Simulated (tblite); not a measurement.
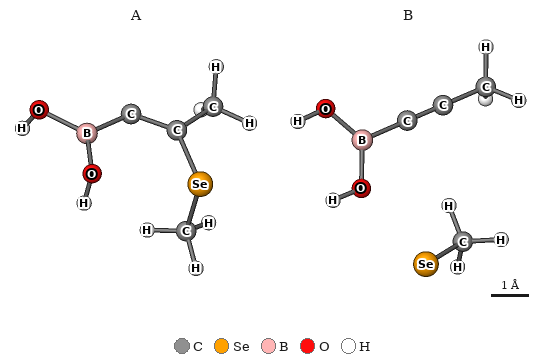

Two geometries of C4H8BO2Se (multiplicity 2), drawn at one scale. One is the start of a relaxation, the other its converged end. The picture is a ball-and-stick view, seen at a tilt.

The calculation used GFN2-xTB geometry optimisation, gas phase (tblite 0.8.0). 

Q: Which of the two is the end point?

A: Structure B is the relaxed one. After 163 geometry steps the energy has fallen by 228.8 kJ/mol. The Se atom moves most after the best rigid fit: 2.59 Å. By element the largest moves are Se 2.59 Å, H 1.74 Å, O 1.00 Å, C 0.99 Å, B 0.34 Å. Near-neighbour distances that change, for instance: C–Se 1.949 → 4.969 Å, C–Se 2.951 → 5.954 Å, C–Se 2.909 → 4.349 Å, O–Se 3.061 → 2.823 Å. Bonds break, among them: C–Se (1.95 → 4.97 Å). Bond angles that change, for instance: C–C–C 118.9° → 179.9°, C–C–B 127.9° → 179.5°, B–O–H 104.5° → 117.2°. Groups turn about B–O by about 90°, B–O by about 90°. The run took 1.2 s on 1 thread of Arm Neoverse V1 (shared host).
